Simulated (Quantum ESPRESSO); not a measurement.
## MnSe: one coupling from two orders, and a test

Can a spin model with one coupling foretell the energy of a further order of MnSe?

Main program and level: Quantum ESPRESSO 7.5; PBEsol with U = 4 eV on Mn d (ortho-atomic projectors); plane waves with GBRV 1.5 PBEsol potentials, no spin-orbit coupling.

The database entry behind the starting cell differs from later determinations by our own check (about 0.4 % short), so it need not match the best structure at ambient conditions.

### Step 1. Starting point

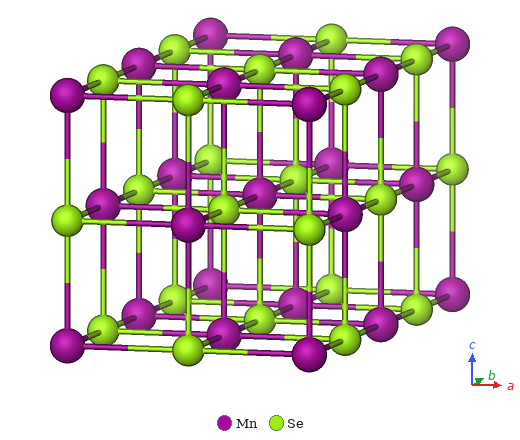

The starting structure, seen slightly off an axis (manganese purple, selenium green). 1×2×1 cells are drawn. This picture shows the conventional cell, with its axes. Some periodic images of atoms are drawn too.

As a file:

```cif
data_structure
_symmetry_space_group_name_H-M 'P 1'
_symmetry_Int_Tables_number 1
_cell_length_a 3.8467
_cell_length_b 3.8467
_cell_length_c 3.8467
_cell_angle_alpha 60.000
_cell_angle_beta 60.000
_cell_angle_gamma 60.000
_cell_volume 40.25
loop_
_atom_site_label
_atom_site_type_symbol
_atom_site_fract_x
_atom_site_fract_y
_atom_site_fract_z
_atom_site_occupancy
Mn1 Mn 0.00000 0.00000 0.00000 1
Se2 Se 0.50000 0.50000 0.50000 1
```

The cell comes from the Crystallography Open Database.

### Step 2. The parallel order

All energies count from this run.

Contents of pw.in:

```
&CONTROL
  calculation = 'scf'
  prefix = 'pwscf'
  outdir = './tmp'
  pseudo_dir = './pseudo'
  disk_io = 'nowf'
/
&SYSTEM
  ibrav = 0
  nat = 2
  ntyp = 2
  ecutwfc = 40
  ecutrho = 280
  nbnd = 19
  occupations = 'smearing'
  smearing = 'fd'
  degauss = 0.00367493
  nspin = 2
  starting_magnetization(1) = 0.3
  starting_magnetization(2) = 0
/
&ELECTRONS
  conv_thr = 4d-09
  electron_maxstep = 150
  mixing_beta = 0.3
/
ATOMIC_SPECIES
Mn     54.9380 mn_pbesol_v1.5.uspp.F.UPF
Se     78.9710 se_pbesol_v1.uspp.F.UPF
CELL_PARAMETERS angstrom
   0.0000000000    2.7200000000    2.7200000000
   2.7200000000    0.0000000000    2.7200000000
   2.7200000000    2.7200000000    0.0000000000
ATOMIC_POSITIONS crystal
Mn      0.0000000000    0.0000000000    0.0000000000
Se      0.5000000000    0.5000000000    0.5000000000
K_POINTS automatic
6 6 6 0 0 0
HUBBARD {ortho-atomic}
U Mn-3d 4.0000
```

Run with:

```
$ OMP_NUM_THREADS=1 mpirun -n 4 pw.x -nk 4 -in pw.in > pw.out
```

Log:

```text
Program PWSCF v.7.5 starts
     [... lines left out ...]
     number of atoms/cell      =            2
     [... lines left out ...]
     number of electrons       =        21.00
     number of Kohn-Sham states=           19
     kinetic-energy cutoff     =      40.0000  Ry
     charge density cutoff     =     280.0000  Ry
     scf convergence threshold =      4.0E-09
     [... lines left out ...]
     48 Sym. Ops., with inversion, found
     [... lines left out ...]
     number of k points=    16  Fermi-Dirac smearing, width (Ry)=  0.0037
     [... lines left out ...]
     iteration # 11     ecut=    40.00 Ry     beta= 0.30
     [... lines left out ...]
     Magnetic moment per site  (integrated on atomic sphere of radius R)
     atom   1 (R=0.292)  charge= 13.2980  magn=  4.5636
     atom   2 (R=0.292)  charge=  4.4028  magn=  0.0805
     [... lines left out ...]
     Tr[ns(  1)] (up, down, total) =   4.97390  0.26303  5.23693
     [... lines left out ...]
     the Fermi energy is     9.5967 ev
!    total energy              =    -254.36283015 Ry
     estimated scf accuracy    <          5.4E-10 Ry
     smearing contrib. (-TS)   =      -0.00011101 Ry
     [... lines left out ...]
     total magnetization       =     5.00 Bohr mag/cell
     absolute magnetization    =     5.00 Bohr mag/cell
     convergence has been achieved in  11 iterations
   JOB DONE.
```

It took 4.4 s on 4 MPI ranks of AMD EPYC 9R14 (Zen 4), shared host; peak memory 0.36 GiB.

Spin moment in the atom's sphere by atom:

| atom | spin moment in the atom's sphere (μB) |
| --- | --- |
| Mn1 | 4.56 |
| Se2 | 0.08 |

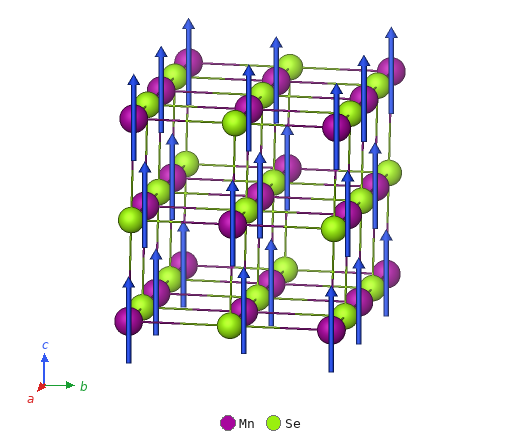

Spin moment in the atom's sphere as arrows, the longest 4.56 μB. Up and down stand for the sign. Arrows give size and sign along the axis of quantisation, drawn up and down the page. 2×1×1 conventional cells are drawn. Some periodic images of atoms are drawn too.

This step gave:

```yaml
smearing_term_ts: 0.001510 eV
magnetization: 5 μB
absolute_magnetization: 5 μB
final_state: ferromagnetic
```

### Step 3. The orders used for the fit

The other orders were run with the same settings, on meshes that hold the same points. Free energies are divided by the number of Mn atoms; q is in fractions of the reciprocal vectors of the first run's cell.

| order | atoms | mesh | free energy (eV) | eV per Mn | largest moment (μB) |
| --- | --- | --- | --- | --- | --- |
| F + | 2 | 6×6×6 | -3460.7826 | -3460.7826 | 4.56 |
| AF q=(0,1/2,1/2) +- | 4 | 6×3×6 | -6921.5853 | -3460.7926 | 4.54 |

### Step 4. Counting neighbours

With E = −Σ J e_i·e_j over ordered pairs of unit vectors, turning a neighbour from parallel to opposed costs 2J a Mn atom. So an order lies 2 Σ n J over the parallel one, n being the opposed neighbours in each shell.

| shell | distance (Å) | neighbours | opposed in AF q=(0,1/2,1/2) +- | opposed in AF q=(0,0,1/2) +- |
| --- | --- | --- | --- | --- |
| J1 | 3.85 | 12 | 8 | 6 |
| J2 | 5.44 | 6 | 0 | 6 |

Only J1 is kept, as an effective coupling that takes up all reversed shells.

### Step 5. Solving

```
2 × 8 × J1 = -10.0 meV    (AF q=(0,1/2,1/2) +-)
J1 = -0.62 meV
```

### Step 6. The test

The couplings now give the orders that were left out:

```
2 × 6 × (-0.62) = -7.4 meV    (AF q=(0,0,1/2) +-)
```

The runs themselves:

| order | atoms | mesh | free energy (eV) | eV per Mn | largest moment (μB) | over the parallel order (meV) | foretold (meV) |
| --- | --- | --- | --- | --- | --- | --- | --- |
| AF q=(0,0,1/2) +- | 4 | 6×6×3 | -6921.6426 | -3460.8213 | 4.47 | -38.7 | -7.4 |

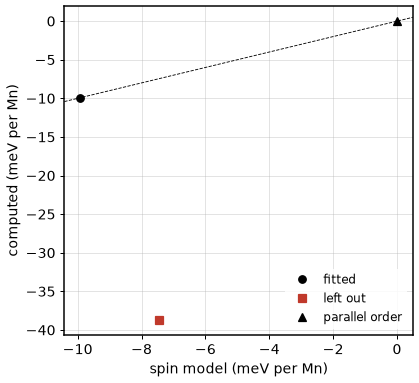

Computed energies of the orders against the model; the dashed line marks agreement.

### Step 7. One more shell

One way to take up the miss is the next shell. Both differences then fix both couplings, and no order is left for a test.

```
2 × 8 × J1 = -10.0 meV    (AF q=(0,1/2,1/2) +-)
2 × 6 × J1 + 2 × 6 × J2 = -38.7 meV    (AF q=(0,0,1/2) +-)
J1 = -0.62 meV
J2 = -2.60 meV
```

### Step 8. Outcome

```json
{
  "effective J1 (Mn–Mn at 3.85 Å)": "-0.62 meV",
  "largest miss on the orders left out": "31 meV",
  "J1 with two shells": "-0.62 meV",
  "J2 with two shells": "-2.6 meV"
}
```

The model misses the order left out by 31 meV, 81 % of the largest energy difference, so it fails: these couplings alone don't describe the crystal. With the next shell added the couplings are J1 = -0.62 and J2 = -2.60 meV, untested. The largest moment changes by 2.0 % between the orders. Shells that were dropped are folded into the couplings or show in the miss.

[Logs and program files are shortened in this print: banners, set-up blocks, solver, clock and traceback lines can be left out without a mark of their own.]

[Logs are printed without paths, hosts, clocks, repeated set-up lines and the standing remarks that a program may print on its own settings, such as how far it seeks lower states.]

[Hosts, paths, dates, database ids (printed as entryN), source tags and the programs' standing remarks are cut or masked in the printed files.]

[Where a cell is said to come from a database of computed structures, the database is the Materials Project.]
